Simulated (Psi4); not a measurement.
# TPSSh/def2-SVPD (core potential) run of SnH3OF (SMILES [OH][SnH2][F])

What is the vertical singlet–triplet gap of SnH3OF at TPSSh/def2-SVPD (core potential)? The job is set up through a Python script.

Program for the calculation: Psi4 1.11.

**1. The structure to begin with**

SnH3OF has 6 atoms, charge 0, and is taken as a singlet. SMILES: `[OH][SnH2][F]`. The coordinates come from a PBE0-D4/def2-TZVP relaxation. This is one conformer, not always the lowest.

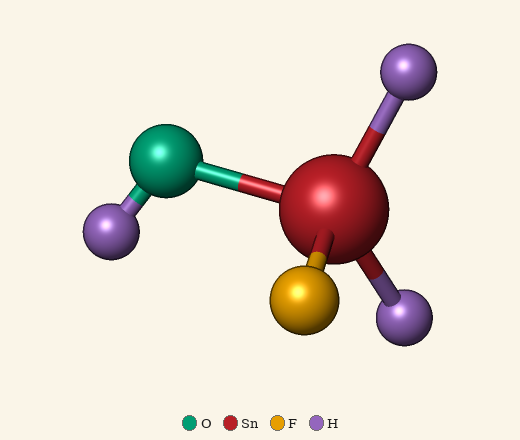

Viewed from a chosen angle; oxygen teal, tin red, fluorine amber, hydrogen purple.

**2. Energy and forces at TPSSh/def2-SVPD (core potential)**

Contents of job.py:

```python
import psi4

psi4.set_memory('2200 MB')
psi4.set_num_threads(1)
psi4.set_output_file('psi4.out', False)

m = psi4.geometry("""
0 1
O
Sn 1 1.948363
F 2 1.921818 1 105.29803
H 1 0.960012 2 114.00826 3 -61.06827
H 2 1.700645 3 104.31635 1 -117.88762
H 2 1.691663 5 120.78172 3 120.89324
symmetry c1
""")

psi4.set_options({
    'reference': 'rks',
    'puream': True,
    'e_convergence': 1e-09,
    'd_convergence': 1e-08,
    'scf_type': 'pk',
    'dft_radial_points': 99,
    'dft_spherical_points': 590,
})

energy_value = psi4.gradient('tpssh/def2-SVPD')
print('gradient / Eh bohr^-1')
print(energy_value.np.round(6))
```

The run is started by

```sh
$ python job.py
```

psi4.out:

```text
[...]
    !!!  WARNING: ECP capability is in beta. Please check occupations closely.  !!!
[...]
  Running in c1 symmetry.
[...]
  Nuclear repulsion =  145.590411261386890
[...]
  Multiplicity = 1
[...]
  Nalpha       = 21
  Nbeta        = 21
[...]
    Number of basis functions: 102
[...]
   @RKS iter   1:  -390.64018516776571   -1.11888e+00   9.05600e-03 ADIIS/DIIS
[...]
   @RKS iter  12:  -390.99059186342072   -5.68434e-13   1.48631e-09 DIIS
[...]
    Orbital Energies [Eh]
    ---------------------
    Doubly Occupied:
       1A    -24.571467     2A    -19.075855     3A     -5.066553
       4A     -3.422599     5A     -3.420597     6A     -3.418067
       7A     -1.105079     8A     -1.043995     9A     -1.026884
      10A     -1.025511    11A     -1.024457    12A     -1.005239
      13A     -0.932796    14A     -0.533333    15A     -0.449159
      16A     -0.386928    17A     -0.381922    18A     -0.364022
      19A     -0.337448    20A     -0.323168    21A     -0.301333
[...]
  @RKS Final Energy:  -390.99059186342072
   => Energetics <=
    Nuclear Repulsion Energy =            145.5904112613868904
    One-Electron Energy =                -911.1790899415263993
    Two-Electron Energy =                 409.1205283310193295
    DFT Exchange-Correlation Energy =     -34.5224415143005103
    Empirical Dispersion Energy =           0.0000000000000000
    VV10 Nonlocal Energy =                  0.0000000000000000
    Total Energy =                       -390.9905918634207183
[...]
 Multipole Moments:
 ------------------------------------------------------------------------------------
     Multipole            Electronic (a.u.)      Nuclear  (a.u.)        Total (a.u.)
 ------------------------------------------------------------------------------------
 L = 1.  Multiply by 2.5417464519 to convert [e a0] to [Debye]
 Dipole X            :         -0.6146596            1.0181851            0.4035255
 Dipole Y            :         13.4939552          -12.6649715            0.8289837
 Dipole Z            :         11.9006204          -11.7242202            0.1764002
 Magnitude           :                                                    0.9387033
[...]
  -Total Gradient:
     Atom            X                  Y                   Z
    ------   -----------------  -----------------  -----------------
       1        0.005871632912    -0.003344160727     0.014463676663
       2        0.000088127348    -0.016718878916    -0.011865710369
       3        0.000088689661     0.018860935234    -0.005576819954
       4       -0.006167223996     0.003312381179     0.004520830335
       5       -0.001761336086    -0.001038807284    -0.001059465960
       6        0.001914882791    -0.001099996070    -0.000613714844
[...]
```

Standard output:

```text
gradient / Eh bohr^-1
[[ 5.8720e-03 -3.3440e-03  1.4464e-02]
 [ 8.8000e-05 -1.6719e-02 -1.1866e-02]
 [ 8.9000e-05  1.8861e-02 -5.5770e-03]
 [-6.1670e-03  3.3120e-03  4.5210e-03]
 [-1.7610e-03 -1.0390e-03 -1.0590e-03]
 [ 1.9150e-03 -1.1000e-03 -6.1400e-04]]
```

Wall time 37 s (1 thread of Intel Xeon Platinum 8488C (Sapphire Rapids), shared host); peak memory 1.1 GiB.

**3. The triplet: a single-point energy at UTPSSh/def2-SVPD (core potential)**

Contents of run.py:

```python
import psi4

psi4.set_memory(2200000000)
psi4.set_num_threads(1)
psi4.set_output_file('fh3osn.out', False)

geom = psi4.geometry("""
0 3
O
Sn 1 1.948363
F 2 1.921818 1 105.29803
H 1 0.960012 2 114.00826 3 -61.06827
H 2 1.700645 3 104.31635 1 -117.88762
H 2 1.691663 5 120.78172 3 120.89324
symmetry c1
""")

psi4.set_options({
    'reference': 'uks',
    'puream': True,
    'e_convergence': 1e-09,
    'd_convergence': 1e-08,
    'scf_type': 'pk',
    'dft_radial_points': 99,
    'dft_spherical_points': 590,
    'maxiter': 100,
})

energy_value, wavefunction = psi4.energy("tpssh/def2-SVPD", return_wfn=True)
psi4.oeprop(wavefunction, "MAYER_INDICES", "QUADRUPOLE", "MULLIKEN_CHARGES", title="TPSSH")
print(f'tpssh/def2-SVPD energy: {energy_value:.10f} Eh')
```

The run is started by

```sh
$ python run.py
```

fh3osn.out (excerpt; [...] marks lines left out):

```text
[...]
    !!!  WARNING: ECP capability is in beta. Please check occupations closely.  !!!
[...]
  Running in c1 symmetry.
[...]
  Nuclear repulsion =  145.590411261386890
[...]
  Multiplicity = 3
[...]
  Nalpha       = 22
  Nbeta        = 20
[...]
    Number of basis functions: 102
[...]
   @UKS iter   1:  -390.32894495636617   -8.07640e-01   9.67486e-03 ADIIS/DIIS
[...]
   @UKS iter  23:  -390.76804987615753   -6.82121e-13   3.91318e-09 DIIS
[...]
   @S^2 Observed:                2.014080423E+00
[...]
  @UKS Final Energy:  -390.76804987615753
   => Energetics <=
    Nuclear Repulsion Energy =            145.5904112613868904
    One-Electron Energy =                -910.5893065359273351
    Two-Electron Energy =                 408.7162194598474230
    DFT Exchange-Correlation Energy =     -34.4853740614644835
    Empirical Dispersion Energy =           0.0000000000000000
    VV10 Nonlocal Energy =                  0.0000000000000000
    Total Energy =                       -390.7680498761575336
[...]
 Multipole Moments:
 ------------------------------------------------------------------------------------
     Multipole            Electronic (a.u.)      Nuclear  (a.u.)        Total (a.u.)
 ------------------------------------------------------------------------------------
 L = 1.  Multiply by 2.5417464519 to convert [e a0] to [Debye]
 Dipole X            :         -0.6554165            1.0181851            0.3627686
 Dipole Y            :         13.3991116          -12.6649715            0.7341402
 Dipole Z            :         11.4902884          -11.7242202           -0.2339317
 Magnitude           :                                                    0.8516378
 L = 2.  Multiply by 1.3450342976 to convert [e a0^2] to [Debye ang]
 Quadrupole XX       :        -45.2706362           17.5629338          -27.7077024
 Quadrupole XY       :          0.9171204           -0.7934858            0.1236345
[...]
  Mulliken Charges: (a.u.)
   Center  Symbol    Alpha    Beta     Spin     Total
       1     O     4.47140  3.97372  0.49768 -0.44512
       2    SN    10.98487 10.25432  0.73055  0.76080
       3     F     4.74496  4.76087 -0.01591 -0.50584
       4     H     0.35244  0.38480 -0.03236  0.26276
       5     H     0.77492  0.24620  0.52871 -0.02112
       6     H     0.67140  0.38007  0.29133 -0.05148
   Total alpha = 22.00000, Total beta = 20.00000, Total charge =  0.00000
  Mayer Bond Indices:
[...]
```

Standard output:

```text
tpssh/def2-SVPD energy: -390.7680498762 Eh
```

Wall time 75 s (1 thread of Intel Xeon Platinum 8488C (Sapphire Rapids), shared host); peak memory 1.1 GiB.

**4. Summary of results**

At TPSSh/def2-SVPD (core potential):

| quantity | value |
| --- | --- |
| singlet: total energy | -390.99059 Eh |
| singlet: dipole moment | 2.39 D |
| singlet: HOMO energy | -8.20 eV |
| singlet: LUMO energy | -1.13 eV |
| singlet: HOMO–LUMO gap | 7.07 eV |
| singlet: largest force on an atom | 1.054 eV/Å |
| triplet: total energy | -390.76805 Eh |
| triplet: dipole moment | 2.16 D |
| triplet: HOMO energy (highest over α and β) | -2.65 eV |
| triplet: ⟨S²⟩ | 2.014 |
| vertical energy of the triplet above the singlet | 6.056 eV |

**Reading.** At this shape the triplet lies 6.06 eV (140 kcal/mol) above the singlet. The largest force (singlet) is 1.05 eV/Å: the shape isn't a stationary point for this species at this level. Mulliken charges (triplet) run from -0.51 on F3 to +0.76 on Sn2; in a basis this large or diffuse they mean little.
